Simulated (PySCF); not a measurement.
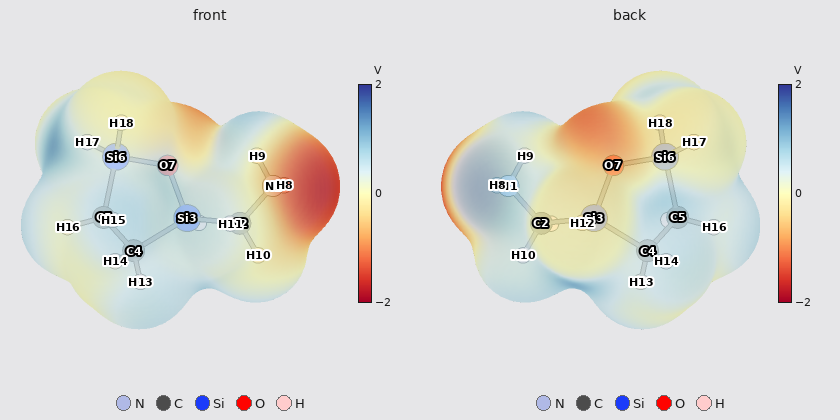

C3H11NOSi2. The electrostatic potential painted on the density surface at 0.001 e/bohr³, seen from the front and from behind; red is negative and blue positive.

Geometry: GFN2-xTB.

The calculation used PBE0/pcSseg-1, SCF density, gas phase, non-relativistic in PySCF.

Input

```
{"job": {"kind": "nmr", "xc": "PBE0", "basis": "pcSseg-1"}, "charge": 0, "multiplicity": 1}
N     -2.959724     0.560046    -0.059783
C     -1.988766    -0.500502    -0.335724
Si    -0.416177    -0.396988     0.745555
C      1.138639    -1.282733     0.085266
C      1.972884    -0.248527    -0.689772
Si     1.604525     1.472327     0.048249
O      0.125509     1.154406     0.681328
H     -3.250653     0.512655     0.911571
H     -2.507509     1.460705    -0.185118
H     -2.499722    -1.453626    -0.188620
H     -1.745511    -0.435637    -1.399779
H     -0.702703    -0.633607     2.162594
H      0.933512    -2.156194    -0.532783
H      1.715747    -1.638814     0.939490
H      1.665299    -0.256807    -1.737706
H      3.028740    -0.518751    -0.680217
H      2.477377     1.839917     1.159336
H      1.399775     2.528446    -0.935542
```

Command:

```sh
OMP_NUM_THREADS=1 python probes_run.py task.json out
```

**Where is the surface potential most negative and most positive?**

The most negative region (about −1.7 V, or −39 kcal/mol for a unit charge) lies over N1, the most positive (about +1.1 V, or +25 kcal/mol for a unit charge) over Si6. N1 is the likeliest acceptor of a hydrogen bond.

**How polar is the molecule by this calculation?**

Its dipole moment is 2.02 D.
